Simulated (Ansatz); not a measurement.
Profile along the Se–Zn line in ZnSe (zinc blende)

ZnSe (zinc blende), conventional cell a = b = c = 5.634 Å, α = β = γ = 90.00°. The calculation uses the primitive cell of 2 atoms, to which meshes and values per cell refer.

Fields along a shortest Se–Zn line of a {110} plane (2.44 Å), from Se to Zn, interpolated on the slice's grid (step about 0.2 Å). These are PBEsol (plane waves to 420 eV, PAW, scalar-relativistic; Ansatz, a quantum-chemistry and plane-wave program) values and carry that method's errors. k mesh 10×10×10. These are valence fields of a PAW run, semicore shells included where kept as valence: close to a nucleus they are smooth pseudo fields. ZnSe was relaxed with its symmetry unable to fall.

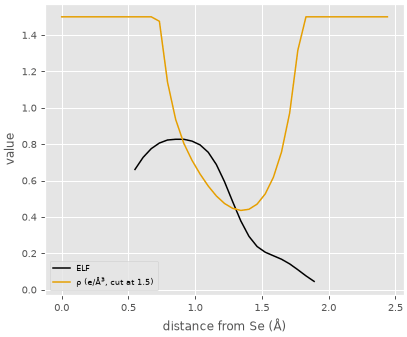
Fig. 1. ELF (away from the nuclei) and valence density from Se to Zn.

Density on the Se–Zn line (2.44 Å) at its density minimum, 1.3 Å from Se: 0.44 e/Å³. ELF at that point: 0.4. ELF maximum in the middle third of the Se–Zn line: 0.83, 0.9 Å from Se.
